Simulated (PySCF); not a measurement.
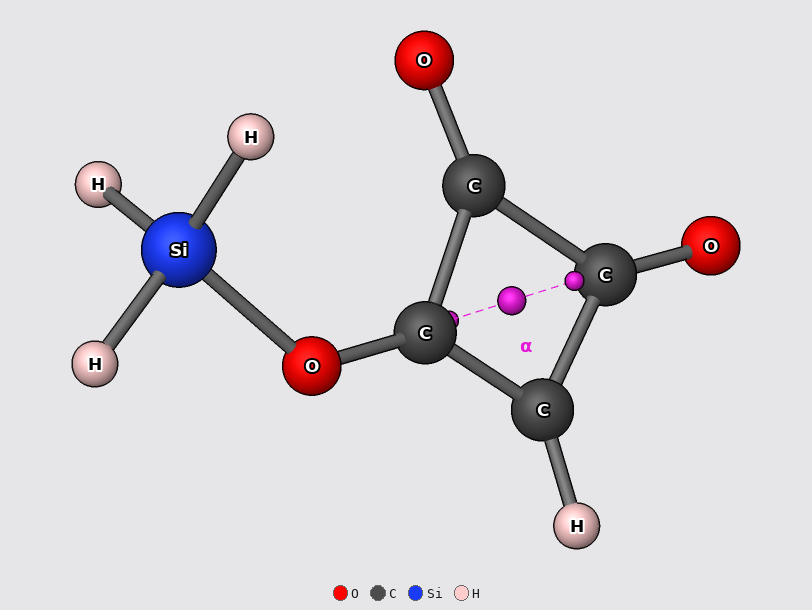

The small points mark where nucleus-independent chemical shifts (NICS) were computed: at the centre of each lettered ring and 1 Å above and below it. The computed structure is the end point of a GFN2-xTB optimisation. No frequency run is at hand to confirm it as a minimum. Level of theory: GIAO PBE0/pcSseg-1 NMR shielding, non-relativistic, gas phase (PySCF 2.14.0).

Give NICS(0), NICS(1) and the out-of-plane component NICS(1)zz for each ring (means of the two sides).

| ring | members | NICS(0) | NICS(1) | NICS(1)zz |
| --- | --- | --- | --- | --- |
| α | C4 | 7.0 | −4.0 | −3.1 |

Values in ppm.

The geometry is semi-empirical. Around Si such bond lengths and angles can be off by a tenth of an ångström or more and by several degrees, and values that hang on the shape move with them.
